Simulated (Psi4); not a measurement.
# UM06-L/def2-TZVP (sweep point 8) run of SiH2F (SMILES F[SiH2])

Aim: the vertical electron affinity of SiH2F at UM06-L/def2-TZVP (sweep point 8), from 2 runs. 

The results are computed with Psi4 1.11.

4 further runs of the same task are left out: 4 set aside as unsound or not needed.

### 1 The structure to begin with

SiH2F: 4 atoms, total charge 0, spin state doublet. As SMILES, `F[SiH2]`. The shape is that of a GFN2-xTB optimisation.

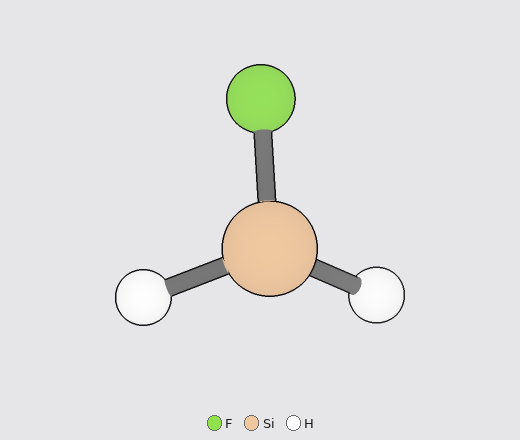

The structure, seen from a chosen angle (fluorine green, silicon light orange, hydrogen white).

### 2 A single-point energy at UM06-L/def2-TZVP (sweep point 8)

File calc.in:

```
memory 1.6 GB

molecule geom {
  0 2
  F      1.205590     0.647540    -0.425510
  Si    -0.122150    -0.264920    -0.246870
  H     -1.219930     0.678520    -0.261640
  H      0.136490    -1.061140     0.934020
  units angstrom
  symmetry c1
}

set globals {
  basis                def2-TZVP
  reference            uks
  puream               true
  scf_type             pk
  dft_radial_points    250
  dft_spherical_points 1202
  maxiter              150
}

e, wfn = energy("m06-l", return_wfn=True)
```

Command:

```console
$ psi4 -i calc.in -o calc.out -n 1
```

calc.out (excerpt; [...] marks lines left out):

```text
[...]
  Running in c1 symmetry.
[...]
  Nuclear repulsion =   55.499457272815420
[...]
  Multiplicity = 2
[...]
  Nalpha       = 13
  Nbeta        = 12
[...]
    Number of basis functions: 80
[...]
   @UKS iter   1:  -390.49400896223017   -3.37531e-01   6.01858e-03 DIIS/ADIIS
[...]
   @UKS iter   9:  -390.56419311873776   -1.54270e-08   3.47128e-07 DIIS
[...]
   @S^2 Observed:                7.525326830E-01
[...]
    Orbital Energies [Eh]
    ---------------------
    Alpha Occupied:
       1A    -65.860656     2A    -24.485400     3A     -5.275238
       4A     -3.587024     5A     -3.586404     6A     -3.581744
       7A     -1.161067     8A     -0.523898     9A     -0.415038
      10A     -0.405528    11A     -0.391325    12A     -0.331458
      13A     -0.196322
    Alpha Virtual:
      14A     -0.017606    15A      0.043977    16A      0.058094
      17A      0.154965    18A      0.176282    19A      0.199399
      20A      0.217938    21A      0.221391    22A      0.237843
      23A      0.303474    24A      0.306600    25A      0.398163
[...]
  @UKS Final Energy:  -390.56419311873776
   => Energetics <=
    Nuclear Repulsion Energy =             55.4994572728154196
    One-Electron Energy =                -652.3606910648709345
    Two-Electron Energy =                 238.4729054996583955
    DFT Exchange-Correlation Energy =     -32.1758648263406997
    Empirical Dispersion Energy =           0.0000000000000000
    VV10 Nonlocal Energy =                  0.0000000000000000
    Total Energy =                       -390.5641931187377622
[...]
 Multipole Moments:
 ------------------------------------------------------------------------------------
     Multipole            Electronic (a.u.)      Nuclear  (a.u.)        Total (a.u.)
 ------------------------------------------------------------------------------------
 L = 1.  Multiply by 2.5417464519 to convert [e a0] to [Debye]
 Dipole X            :          2.0553392           -2.5136279           -0.4582888
 Dipole Y            :          0.7868900           -1.0629984           -0.2761084
 Dipole Z            :         -1.1867073            1.3048982            0.1181909
 Magnitude           :                                                    0.5479357
[...]
```

It took 61 s on 1 thread of AMD EPYC 9R45 (Zen 5), shared host; peak memory 1.2 GiB.

### 3 The singlet anion, same level

File input.inp:

```
memory 1600 mb

molecule geom {
  -1 1
  F      1.205590     0.647540    -0.425510
  Si    -0.122150    -0.264920    -0.246870
  H     -1.219930     0.678520    -0.261640
  H      0.136490    -1.061140     0.934020
  symmetry c1
}

set {
  basis                def2-TZVP
  puream               true
  scf_type             pk
  dft_radial_points    250
  dft_spherical_points 1202
}

E, wfn = energy("m06-l", return_wfn=True)
```

Command:

```console
$ psi4 input.inp input.out -n 1
```

input.out (excerpt; [...] marks lines left out):

```text
[...]
  Running in c1 symmetry.
[...]
  Nuclear repulsion =   55.499457272815420
[...]
  Multiplicity = 1
[...]
  Nalpha       = 13
  Nbeta        = 13
[...]
    Number of basis functions: 80
[...]
   @RKS iter   1:  -390.42086449877456   -2.64386e-01   7.41132e-03 DIIS/ADIIS
[...]
   @RKS iter   9:  -390.57889816752294   -1.00534e-08   1.49940e-07 DIIS
[...]
    Orbital Energies [Eh]
    ---------------------
    Doubly Occupied:
       1A    -65.569891     2A    -24.243601     3A     -4.987868
       4A     -3.300200     5A     -3.295638     6A     -3.293287
       7A     -0.924892     8A     -0.272140     9A     -0.174014
      10A     -0.171030    11A     -0.152003    12A     -0.091555
      13A      0.091354
[...]
  @RKS Final Energy:  -390.57889816752294
   => Energetics <=
    Nuclear Repulsion Energy =             55.4994572728154196
    One-Electron Energy =                -658.8112577794931894
    Two-Electron Energy =                 245.1208992418434036
    DFT Exchange-Correlation Energy =     -32.3879969026886201
    Empirical Dispersion Energy =           0.0000000000000000
    VV10 Nonlocal Energy =                  0.0000000000000000
    Total Energy =                       -390.5788981675229365
[...]
 Multipole Moments:
 ------------------------------------------------------------------------------------
     Multipole            Electronic (a.u.)      Nuclear  (a.u.)        Total (a.u.)
 ------------------------------------------------------------------------------------
 L = 1.  Multiply by 2.5417464519 to convert [e a0] to [Debye]
 Dipole X            :          3.1295485           -2.5136279            0.6159206
 Dipole Y            :          1.7894400           -1.0629984            0.7264416
 Dipole Z            :         -0.9466385            1.3048982            0.3582597
 Magnitude           :                                                    1.0175586
[...]
```

It took 37 s on 1 thread of AMD EPYC 9R45 (Zen 5), shared host; peak memory 1.2 GiB.

### 4 Outcome

At UM06-L/def2-TZVP (sweep point 8):

| quantity | value |
| --- | --- |
| doublet SiH2F: total energy | -390.56419 Eh |
| doublet SiH2F: dipole moment | 1.39 D |
| doublet SiH2F: HOMO energy (highest over α and β) | -5.34 eV |
| doublet SiH2F: LUMO energy (lowest over α and β) | -3.31 eV |
| doublet SiH2F: ⟨S²⟩ | 0.753 |
| singlet anion: total energy | -390.57890 Eh |
| singlet anion: HOMO energy | 2.49 eV |
| singlet anion: LUMO energy | 5.65 eV |
| singlet anion: HOMO–LUMO gap (to an unbound level, set by the basis) | 3.16 eV |
| vertical electron affinity (to the singlet anion) | 0.400 eV |

In words: At fixed nuclei the extra electron is bound by 0.40 eV (38.6 kJ/mol). The basis has no diffuse functions, so the error can be as large as this value. The HOMO (singlet anion) lies at positive energy, 2.49 eV, as semi-local functionals often give for anions; only total energies tell whether the electron is bound.
